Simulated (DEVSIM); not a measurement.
Device: Co/SiO2/n-Si capacitor, at 300 K.

```csv
layer (left to right),material,thickness (nm),Nd (cm⁻³)
1,SiO2,10.0,-
2,Si,1700,1.1e17
```

Metal gate on the left, work function 5 eV. Fixed charge at the semiconductor interface -8e11 cm⁻² (in units of +e); no interface traps.

The device is made up for the run: typed textbook-type constants, with dimensions and the other settings drawn at random. Values at 300 K.

| parameter | SiO2 | Si |
|---|---|---|
| gap (eV) | 9 | 1.124 |
| affinity (eV) | 0.9 | 4.05 |
| permittivity | 3.9 | 11.7 |
| Nc (cm⁻³) | - | 2.86e19 |
| Nv (cm⁻³) | - | 3.1e19 |

Model (solved in DEVSIM): 1D Poisson equation in equilibrium, Boltzmann statistics, complete ionisation; no quantum confinement or tunnelling. Metal contacts follow the ideal Schottky-Mott rule: no Fermi-level pinning, no interface dipoles.

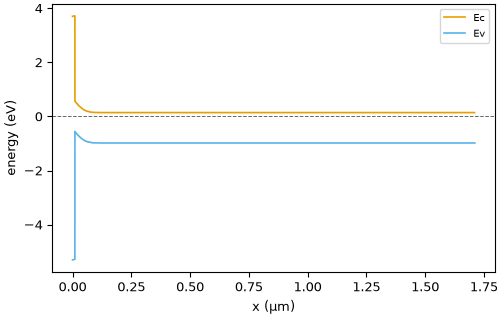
Figure. Band edges at 0.4 V on the gate

Energies count from the Fermi level of the right contact; mesh points crowd at the junctions.

```json
[
 {"x (μm)": "0.000", "Ec (eV)": "3.700", "Ev (eV)": "-5.300", "n (cm⁻³)": "< 1e2", "p (cm⁻³)": "< 1e2", "field (V/cm)": "21000"},
 {"x (μm)": "0.001170", "Ec (eV)": "3.702", "Ev (eV)": "-5.298", "n (cm⁻³)": "< 1e2", "p (cm⁻³)": "< 1e2", "field (V/cm)": "21000"},
 {"x (μm)": "0.003238", "Ec (eV)": "3.707", "Ev (eV)": "-5.293", "n (cm⁻³)": "< 1e2", "p (cm⁻³)": "< 1e2", "field (V/cm)": "21000"},
 {"x (μm)": "0.006356", "Ec (eV)": "3.713", "Ev (eV)": "-5.287", "n (cm⁻³)": "< 1e2", "p (cm⁻³)": "< 1e2", "field (V/cm)": "21000"},
 {"x (μm)": "0.009084", "Ec (eV)": "3.719", "Ev (eV)": "-5.281", "n (cm⁻³)": "< 1e2", "p (cm⁻³)": "< 1e2", "field (V/cm)": "21000"},
 {"x (μm)": "0.01012", "Ec (eV)": "0.569", "Ev (eV)": "-0.555", "n (cm⁻³)": "7.8e9", "p (cm⁻³)": "1.5e10", "field (V/cm)": "-120000"},
 {"x (μm)": "0.01155", "Ec (eV)": "0.553", "Ev (eV)": "-0.571", "n (cm⁻³)": "1.5e10", "p (cm⁻³)": "7.9e9", "field (V/cm)": "-110000"},
 {"x (μm)": "0.01607", "Ec (eV)": "0.503", "Ev (eV)": "-0.621", "n (cm⁻³)": "1.0e11", "p (cm⁻³)": "1.1e9", "field (V/cm)": "-110000"},
 {"x (μm)": "0.02406", "Ec (eV)": "0.423", "Ev (eV)": "-0.701", "n (cm⁻³)": "2.2e12", "p (cm⁻³)": "5.2e7", "field (V/cm)": "-93000"},
 {"x (μm)": "0.04090", "Ec (eV)": "0.291", "Ev (eV)": "-0.833", "n (cm⁻³)": "3.7e14", "p (cm⁻³)": "310000", "field (V/cm)": "-64000"},
 {"x (μm)": "0.07636", "Ec (eV)": "0.162", "Ev (eV)": "-0.962", "n (cm⁻³)": "5.4e16", "p (cm⁻³)": "2100", "field (V/cm)": "-13000"},
 {"x (μm)": "0.1890", "Ec (eV)": "0.144", "Ev (eV)": "-0.980", "n (cm⁻³)": "1.1e17", "p (cm⁻³)": "1100", "field (V/cm)": "≈ 0"},
 {"x (μm)": "0.3884", "Ec (eV)": "0.144", "Ev (eV)": "-0.980", "n (cm⁻³)": "1.1e17", "p (cm⁻³)": "1100", "field (V/cm)": "≈ 0"},
 {"x (μm)": "0.8082", "Ec (eV)": "0.144", "Ev (eV)": "-0.980", "n (cm⁻³)": "1.1e17", "p (cm⁻³)": "1100", "field (V/cm)": "≈ 0"},
 {"x (μm)": "1.370", "Ec (eV)": "0.144", "Ev (eV)": "-0.980", "n (cm⁻³)": "1.1e17", "p (cm⁻³)": "1100", "field (V/cm)": "≈ 0"},
 {"x (μm)": "1.549", "Ec (eV)": "0.144", "Ev (eV)": "-0.980", "n (cm⁻³)": "1.1e17", "p (cm⁻³)": "1100", "field (V/cm)": "≈ 0"},
 {"x (μm)": "1.634", "Ec (eV)": "0.144", "Ev (eV)": "-0.980", "n (cm⁻³)": "1.1e17", "p (cm⁻³)": "1100", "field (V/cm)": "≈ 0"},
 {"x (μm)": "1.675", "Ec (eV)": "0.144", "Ev (eV)": "-0.980", "n (cm⁻³)": "1.1e17", "p (cm⁻³)": "1100", "field (V/cm)": "≈ 0"},
 {"x (μm)": "1.698", "Ec (eV)": "0.144", "Ev (eV)": "-0.980", "n (cm⁻³)": "1.1e17", "p (cm⁻³)": "1100", "field (V/cm)": "≈ 0"},
 {"x (μm)": "1.705", "Ec (eV)": "0.144", "Ev (eV)": "-0.980", "n (cm⁻³)": "1.1e17", "p (cm⁻³)": "1100", "field (V/cm)": "≈ 0"},
 {"x (μm)": "1.708", "Ec (eV)": "0.144", "Ev (eV)": "-0.980", "n (cm⁻³)": "1.1e17", "p (cm⁻³)": "1100", "field (V/cm)": "≈ 0"},
 {"x (μm)": "1.710", "Ec (eV)": "0.144", "Ev (eV)": "-0.980", "n (cm⁻³)": "1.1e17", "p (cm⁻³)": "1100", "field (V/cm)": "≈ 0"}
]
```
